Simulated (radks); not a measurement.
K: atomic calculation

- system: a free K atom in the configuration [Ar] 7f1 (high spin).
- method: scalar-relativistic Kohn-Sham, LDA (Slater exchange, Perdew-Wang correlation), spin-polarised, spherical densities, finite nucleus (the in-house radial solver radks)

### Input
```
Z 19
configuration [Ar] 7f1
relativity scalar-relativistic
functional lda,pw
spin polarised
nucleus finite rms 3.4349 fm
c 137.035999084
```

Energies in input and log are in hartree, lengths in bohr (the nuclear radius in fm).

Hardware: 1 CPU thread, shared host.

### Output
```
1s      1   1.0000        -129.25264988
2s      1   1.0000         -13.15139553
2p      1   3.0000         -10.49694804
3s      1   1.0000          -1.49773233
3p      1   3.0000          -0.89551356
7f      1   1.0000          -0.00845073
1s      2   1.0000        -129.25265017
2s      2   1.0000         -13.15139583
2p      2   3.0000         -10.49694840
3s      2   1.0000          -1.49773266
3p      2   3.0000          -0.89551222
7f      2   0.0000          -0.00775365
Etot -600.4085606304161
Ekin 603.6092664515866
Encl -1426.8003458455805
Eh 254.4639594907762
Exc -31.68144072719841
err 2.2644120199329826e-09
it 19
```

### Orbitals

```tsv
orbital	occupation	energy (eV)	⟨r⟩ (bohr)	outer maximum (bohr)
1s down	1	−3517.1	0.08124	0.0531
1s up	1	−3517.1	0.08124	0.0531
2s down	1	−357.868	0.3890	0.319
2s up	1	−357.868	0.3890	0.319
2p down	3	−285.637	0.3512	0.263
2p up	3	−285.637	0.3512	0.263
3s down	1	−40.755	1.268	1.08
3s up	1	−40.755	1.268	1.08
3p up	3	−24.368	1.427	1.15
3p down	3	−24.368	1.427	1.15
7f up	1	−0.230	62.27	74.1
7f down	0	−0.211	58.55	74.6
```

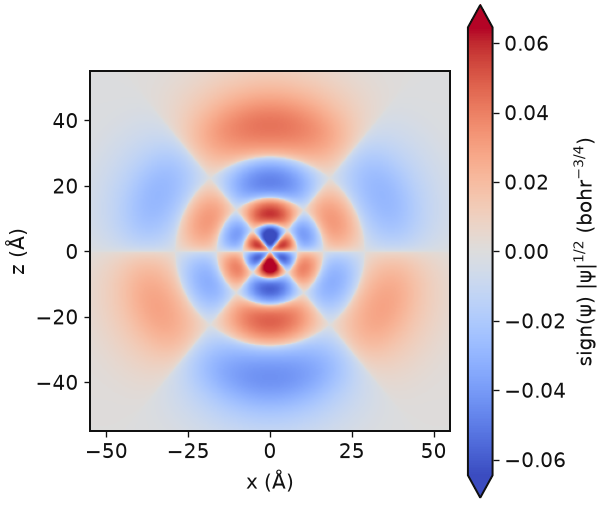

One occupied orbital of up spin is shown. In the xz plane through the nucleus, the colour gives the signed square root of ψ. (1 bohr = 0.529 Å.) The radial function comes from the spherical calculation and is multiplied by a real spherical harmonic; the overall sign is chosen so that the largest lobe of P(r) is positive; at the scalar-relativistic level it is the large component. It is 7f(z³) of up spin. It has the nodal plane xy and two cones about z and 3 radial nodes, at r = 15.7, 30.9 and 54.9 bohr. The outermost maximum of P² lies at 74.1 bohr, ⟨r⟩ = 62.3 bohr, 90 % of the charge lies within 84.4 bohr, and the eigenvalue is −0.230 eV, with 1 electron in the shell for this spin.

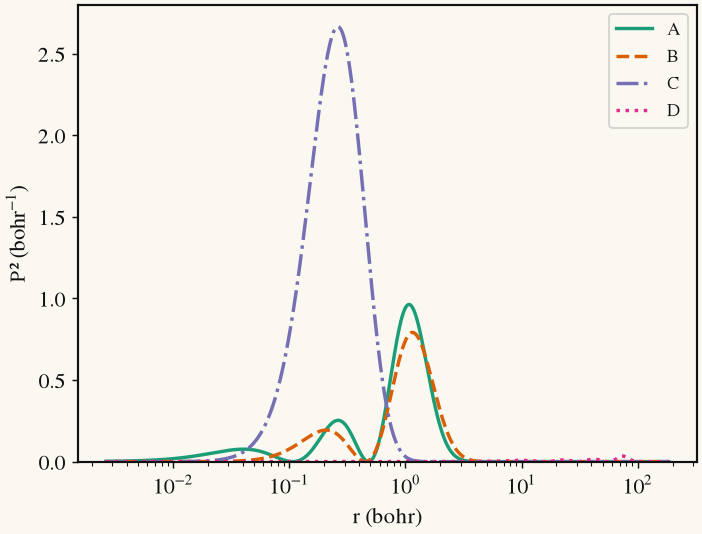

The radial probability densities P² of 7f up, 3s up, 2p up and 3p up. A is 3s up; B is 3p up; C is 2p up; D is 7f up. 2p up: outer maximum at 0.263 bohr, ⟨r⟩ = 0.351 bohr, 0 nodes, eigenvalue −285.6 eV; 3s up: outer maximum at 1.08 bohr, ⟨r⟩ = 1.27 bohr, 2 nodes, eigenvalue −40.8 eV; 3p up: outer maximum at 1.15 bohr, ⟨r⟩ = 1.43 bohr, 1 node, eigenvalue −24.4 eV; 7f up: outer maximum at 74.1 bohr, ⟨r⟩ = 62.3 bohr, 3 nodes, eigenvalue −0.230 eV.

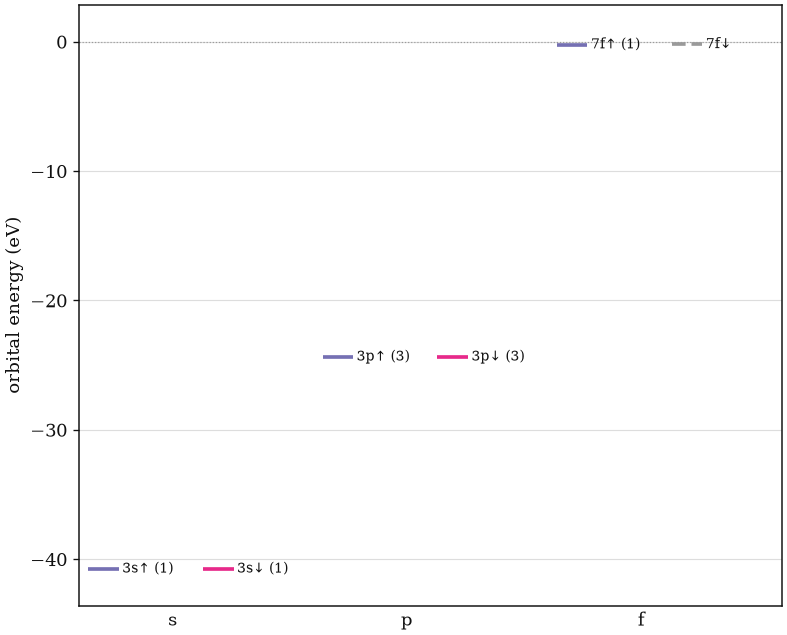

The outer levels are drawn by angular momentum (occupations in brackets, up spins at the left of each column and down spins at the right, empty levels dashed). The highest occupied level is 7f up at −0.230 eV. From the top down the occupied levels run 7f up (−0.230 eV), 3p down (−24.4 eV), 3p up (−24.4 eV), 3s up (−40.8 eV), 3s down (−40.8 eV). The lowest empty level drawn is 7f down at −0.211 eV. The largest exchange splitting (down less up) among the shells drawn in both spins is that of 7f, 0.0190 eV.

### Key numbers

| quantity | value |
| --- | --- |
| outcome | converged |
| total energy | −600.408561 hartree |
| kinetic energy | 603.609266 hartree |
| electron–nucleus energy | −1426.8003 hartree |
| Hartree energy | 254.463959 hartree |
| exchange–correlation energy | −31.681441 hartree |
| radius at density 0.001 e/bohr³ | 3.32 bohr |
| SCF iterations | 19 |

### Remarks

This is an excited configuration.
